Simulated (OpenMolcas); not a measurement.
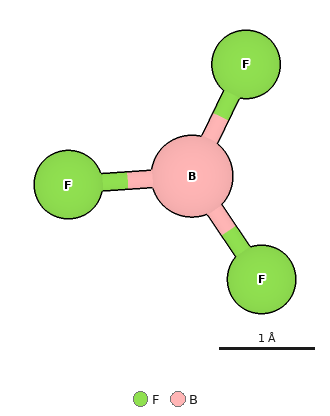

**Figure 1.** The starting structure (ball-and-stick view, seen on its broad side). Bond lengths as drawn: B–F 1.31 Å.

Geometry relaxation of BF$_{3}$ (part 1 of 4)

The run: geometry relaxation of BF$_{3}$. Method and program: CASSCF/ANO-RCC-VDZP, DKH2 (OpenMolcas 26.06).

The geometry comes from this level: PBE0-D4/def2-TZVP.

### What the program printed
```
--- Start Module: gateway ---

                                              &GATEWAY

                       available to each process: 1.9 GB of memory, 1 thread

++    Symmetry information:
      ---------------------

                    Character Table for C1

                             E
                    a        1  x, y, xy, Rz, z, xz, Ry, yz, Rx, I
--

++    Basis set information:
      ----------------------

      Basis set label: F.ANO-RCC...3S2P1D.

      Electronic valence basis set:
      ------------------
      Associated Effective Charge   9.000000 au
      Associated Actual Charge      9.000000 au
      Nuclear Model: Point charge

      Shell  nPrim  nBasis  Cartesian Spherical Contaminant
         s      14       3        X
         p       9       2        X
         d       4       1                 X

      Basis set label: B.ANO-RCC...3S2P1D.

      Electronic valence basis set:
      ------------------
      Associated Effective Charge   5.000000 au
      Associated Actual Charge      5.000000 au
      Nuclear Model: Point charge

      Shell  nPrim  nBasis  Cartesian Spherical Contaminant
         s      14       3        X
         p       9       2        X
         d       5       1                 X

      Basis set label: F.ANO-RCC...3S2P1D.

      Electronic valence basis set:
      ------------------
      Associated Effective Charge   9.000000 au
      Associated Actual Charge      9.000000 au
      Nuclear Model: Point charge

      Shell  nPrim  nBasis  Cartesian Spherical Contaminant
         s      14       3        X
         p       9       2        X
         d       4       1                 X
--

++    Molecular structure info:
      -------------------------

                    ************************************************
                    **** Cartesian Coordinates / bohr, angstrom ****
                    ************************************************

     Center  Label                x              y              z                     x              y              z
        1      F1               1.027765       0.398241       2.219068              0.543870       0.210740       1.174280
        2      B2               0.000038       0.000000       0.000019              0.000020       0.000000       0.000010
        3      F3              -0.501099      -2.312099      -0.736275             -0.265170      -1.223510      -0.389620
        4      F4              -0.526723       1.913858      -1.482792             -0.278730       1.012770      -0.784660

                    ***************************************
                    *    InterNuclear Distances / bohr    *
                    ***************************************

               1 F1            2 B2            3 F3            4 F4
    1 F1       0.000000
    2 B2       2.477700        0.000000
    3 F3       4.291552        2.477714        0.000000
    4 F4       4.291538        2.477712        4.291463        0.000000

                    *******************************************
                    *    InterNuclear Distances / angstrom    *
                    *******************************************

               1 F1            2 B2            3 F3            4 F4
    1 F1       0.000000
    2 B2       1.311142        0.000000
    3 F3       2.270991        1.311150        0.000000
    4 F4       2.270984        1.311149        2.270944        0.000000

                    **************************************
                    *    Valence Bond Angles / degree    *
                    **************************************
                          Atom centers                 Phi
                      1 F1       2 B2       3 F3       120.00
                      1 F1       2 B2       4 F4       120.00
                      3 F3       2 B2       4 F4       120.00
--

            Nuclear Potential Energy            111.10914636 au

--- Stop Module: gateway /rc=_RC_ALL_IS_WELL_ ---

>>> COPY step2.RasOrb step4.RasOrb

>>> EXPORT MOLCAS_MAXITER = 40

--- Start Module: seward ---

                                              &SEWARD

                       available to each process: 1.9 GB of memory, 1 thread

               SEWARD will generate:
                  Multipole Moment integrals up to order  2
                  Kinetic Energy integrals
                  Nuclear Attraction integrals (point charge)
                  One-Electron Hamiltonian integrals
                  Velocity integrals
                  Relativistic Douglas-Kroll-Hess integrals:
                    - Parametrization         : EXP
                    - DKH order of Hamiltonian: 2
                    - DKH order of Properties : 0
                         - multipole moment operators
                         - electric potential operators
                         - contact operators
                  Orbital angular momentum around ( -0.0000   0.0000   0.0000 )
                  Velocity quadrupole around ( -0.0000   0.0000   0.0000 )
                  Atomic mean-field integrals
                  Two-Electron Repulsion integrals

                   Integrals are discarded if absolute value <: 1.00E-14
                   Integral cutoff threshold is set to       <: 1.00E-16

            Nuclear Potential Energy            111.10914636 au

      Basis set specifications :
      Symmetry species         a
      Basis functions           56

--- Stop Module: seward /rc=_RC_ALL_IS_WELL_ ---
--- Module seward spent 6 seconds ---

--- Start Module: rasscf ---

                                              &RASSCF

                       available to each process: 1.9 GB of memory, 1 thread

      Header of the ONEINT file:
      --------------------------

      OrdInt status: non-squared

      Cartesian coordinates in angstrom:
      -----------------------------------------------------
      No.  Label        X            Y            Z
      -----------------------------------------------------
       1   F1         0.54387000   0.21074000   1.17428000
       2   B2         0.00002000   0.00000000   0.00001000
       3   F3        -0.26517000  -1.22351000  -0.38962000
       4   F4        -0.27873000   1.01277000  -0.78466000
      -----------------------------------------------------
      Nuclear repulsion energy =  111.10914636

++    Wave function specifications:
      -----------------------------

      Number of closed shell electrons          28
      Number of electrons in active shells       4
      Max number of holes in RAS1 space          0
      Max nr of electrons in RAS3 space          0
      Number of inactive orbitals               14
      Number of active orbitals                  4
      Number of secondary orbitals              38
      Spin quantum number                      0.0
      State symmetry                             1
--

++    Orbital specifications:
      -----------------------

      Symmetry species                           1
                                                 a
      Frozen orbitals                            0
      Inactive orbitals                         14
      Active orbitals                            4
      RAS1 orbitals                              0
      RAS2 orbitals                              4
      RAS3 orbitals                              0
      Secondary orbitals                        38
      Deleted orbitals                           0
      Number of basis functions                 56
--

++    CI expansion specifications:
      ----------------------------

      Number of CSFs                            20
      Number of spin combinations               21
      Number of determinants                    36
      Number of root(s) required                 1
      Root chosen for geometry opt.              1
      CI root used                               1

      highest root included in the CI            1
      max. size of the explicit Hamiltonian     20
--

++    Optimization specifications:
      ----------------------------

      RASSCF algorithm: Conventional
      Maximum number of macro iterations       200
      Maximum number of SX iterations          100
      Threshold for RASSCF energy            1.000E-08
      Threshold for max MO rotation          1.000E-01
      Threshold for max BLB element          1.000E-04
      Level shift parameter                  5.000E-01
      Make Quasi-Newton update
--

      The MO-coefficients are taken from the file:
      step4.RasOrb
      Title: RASSCF average (pseudo-natural) orbitals

      Total molecular charge    0.00

      ************************************************************************************************************************
      *                                            Wave function control section                                             *
      ************************************************************************************************************************

                                         RASSCF iterations: Energy and convergence statistics
                                         ----------------------------------------------------

          iter iter root      energy       change     param      element    value   shift minimum  type update hh:mm:ss
 Nr of preliminary CI iterations:   1
        1   1   42    1  -323.54734449    0.00E+00  -4.55E-01*  15  28 1 -1.73E-01*  0.00   0.00    SX    NO    0:00:00
        2   1   38    1  -323.59277650   -4.54E-02* -2.47E-01*   5  39 1  8.01E-02*  0.00   0.00    SX    NO    0:00:00
        3   1   18    1  -323.59927327   -6.50E-03* -1.34E-01*   8  22 1  2.88E-02*  0.00   0.00    SX    NO    0:00:00
        4   1   18    1  -323.60119780   -1.92E-03* -1.62E-01*   5  39 1  1.02E-02*  0.00   0.00    SX    NO    0:00:00
        5   1   15    1  -323.60589429   -4.70E-03* -1.20E-01*   5  16 1 -7.13E-03*  0.00   2.50    LS   YES    0:00:00
        6   1   49    1  -323.61060931   -4.72E-03*  1.80E-01*   8  22 1  1.10E-02*  0.00   2.07    QN   YES    0:00:00
        7   1   22    1  -323.61817674   -7.57E-03* -1.15E-01*   5  39 1 -1.54E-02*  0.00   1.37    QN   YES    0:00:00
        8   1   15    1  -323.62480031   -6.62E-03* -5.78E-02   16  25 1  8.25E-03*  0.00   1.68    LS   YES    0:00:00
        9   1   15    1  -323.62632544   -1.53E-03*  5.68E-02   16  20 1 -6.05E-03*  0.00   1.39    QN   YES    0:00:00
       10   1   16    1  -323.62689709   -5.72E-04*  4.32E-02   16  51 1  5.56E-03*  0.00   1.20    QN   YES    0:00:00
       11   1   15    1  -323.62632808    5.69E-04* -5.80E-02   16  51 1  6.90E-03*  0.00  -0.50    SX   YES    0:00:00
       12   1   16    1  -323.62801412   -1.69E-03* -5.13E-02   16  51 1  4.95E-03*  0.00   1.59    QN   YES    0:00:00
       13   1   15    1  -323.62892517   -9.11E-04* -9.83E-02    8  16 1  1.75E-03*  0.00   1.58    QN   YES    0:00:00
       14   1   15    1  -323.62961245   -6.87E-04* -1.96E-01*   8  16 1  2.49E-03*  0.00   2.20    QN   YES    0:00:00
       15   1   15    1  -323.63064158   -1.03E-03* -1.87E-01*  16  51 1 -4.45E-03*  0.00   1.55    QN   YES    0:00:00
       16   1   18    1  -323.63142683   -7.85E-04*  1.53E-01*   5  18 1  6.96E-03*  0.00   1.49    QN   YES    0:00:00
       17   1   18    1  -323.63230759   -8.81E-04*  1.76E-01*   5  18 1  8.29E-03*  0.00   2.26    QN   YES    0:00:00
       18   1   18    1  -323.63363779   -1.33E-03*  1.24E-01*   5  18 1  7.94E-03*  0.00   2.05    QN   YES    0:00:00
       19   1   16    1  -323.63469587   -1.06E-03*  7.03E-02    5  18 1  5.35E-03*  0.00   1.73    LS   YES    0:00:00
       20   1   15    1  -323.63492580   -2.30E-04* -3.72E-02    5  18 1  4.29E-03*  0.00   1.32    QN   YES    0:00:00
       21   1   15    1  -323.63521361   -2.88E-04* -6.78E-02   16  51 1  1.88E-03*  0.00   2.14    QN   YES    0:00:00
       22   1   15    1  -323.63552657   -3.13E-04* -5.42E-02   16  39 1 -1.39E-03*  0.00   1.60    QN   YES    0:00:00
       23   1   15    1  -323.63570275   -1.76E-04* -3.59E-02    8  18 1  1.60E-03*  0.00   1.48    QN   YES    0:00:00
       24   1   14    1  -323.63579555   -9.28E-05* -8.70E-03    8  18 1  1.02E-03*  0.00   1.43    QN   YES    0:00:00
       25   1   13    1  -323.63582844   -3.29E-05*  6.32E-03   16  51 1 -4.40E-04*  0.00   1.14    QN   YES    0:00:00
       26   1   12    1  -323.63583235   -3.91E-06* -1.95E-03    5  18 1  1.80E-04*  0.00   0.95    QN   YES    0:00:00
       27   1   11    1  -323.63583296   -6.12E-07* -6.73E-04    5  18 1  8.37E-05   0.00   1.28    QN   YES    0:00:00
       28   1   10    1  -323.63583307   -1.11E-07* -3.63E-04    5  25 1  4.03E-05   0.00   1.19    QN   YES    0:00:00
       29   1    8    1  -323.63583308   -1.34E-08*  4.80E-05   13  29 1 -1.31E-05   0.00   0.98    QN   YES    0:00:00
       30   1    7    1  -323.63583308   -1.32E-09   2.73E-05    5  25 1  1.04E-05   0.00   1.20    QN   YES    0:00:00
      Convergence after 30 iterations
       31   1    7    1  -323.63583308   -3.89E-10   2.73E-05   13  29 1  4.07E-06   0.00   1.20    QN   YES    0:00:00

      ************************************************************************************************************************
                                                      Wave function printout:
                       occupation of active orbitals, and spin coupling of open shells (u,d: Spin up or down)
      ************************************************************************************************************************

      Note: transformation to natural orbitals
      has been made, which may change the order of the CSFs.

      printout of CI-coefficients larger than  0.05 for root  1
      energy=    -323.635833
      conf/sym  1111     Coeff  Weight
             1  2200  -0.99059 0.98126
             8  2002   0.07119 0.00507
            10  udud   0.06280 0.00394
            12  0220   0.07202 0.00519
            15  uudd  -0.06395 0.00409

      Natural orbitals and occupation numbers for root  1
      sym 1:   1.980879   1.981345   0.018946   0.018830

      ************************************************************************************************************************
      *                                                    Final results                                                     *
      ************************************************************************************************************************

++    Final optimization conditions:
      ------------------------------

      Average CI energy                            -323.63583308
      RASSCF energy for state  1                   -323.63583308
      Super-CI energy                                -0.00000000
      RASSCF energy change                           -0.00000000
      Max change in MO coefficients              -2.884E-05
      Max non-diagonal density matrix element     2.731E-05
      Maximum BLB matrix element                  4.069E-06
      (orbital pair  13,  29 in symmetry   1)
      Norm of electronic gradient            1.477E-05
--

      Final state energy(ies):
      ------------------------

::    RASSCF root number  1 Total energy:   -323.63583308
      Von Neumann Entropy (Root   1) =  0.15417

      Mulliken population analysis for root number:  1
      -----------------------------------------------

++    Molecular charges:
      ------------------

      Mulliken charges per centre
      ---------------------------

                F1      B2      F3      F4
      Total    9.3331  4.0525  9.3331  9.2812

      N-E     -0.3331  0.9475 -0.3331 -0.2812

      Total electronic charge=   32.000000

      Total            charge=   -0.000000
--

      Expectation values of various properties for root number:  1
      -----------------------------------------------------------

++    Molecular properties:
      ---------------------

      Charge (e):
                      =   -0.0000
      Dipole Moment (debye):
      Origin of the operator (angstrom)=   -0.0000    0.0000    0.0000
                   X= -4.9067E-02               Y=  1.7897E-01               Z= -1.3856E-01           Total=  2.3159E-01
      Quadrupole Moment (debye*angstrom):
      Origin of the operator (angstrom)=   -0.0000    0.0000    0.0000
                  XX= -1.8904E+01              XY= -3.5662E-01              XZ= -1.7120E+00              YY= -2.2575E+01
                  YZ= -6.3493E-02              ZZ= -2.1902E+01
      In traceless form (debye*angstrom)
                  XX=  3.3343E+00              XY= -5.3492E-01              XZ= -2.5679E+00              YY= -2.1723E+00
                  YZ= -9.5240E-02              ZZ= -1.1621E+00
--

      LoProp population analysis for root number:  1
      -----------------------------------------------

++    LoProp analysis:
      ----------------

++    Static properties:
      ------------------

      LoProp Charges per center

                   F1       B2       F3       F4
      Nuclear      9.0000   5.0000   9.0000   9.0000
      Electronic  -9.3356  -4.0410  -9.3356  -9.2879

      Total       -0.3356   0.9590  -0.3356  -0.2879
--

      Natural Bond Order analysis for root number:  1
```
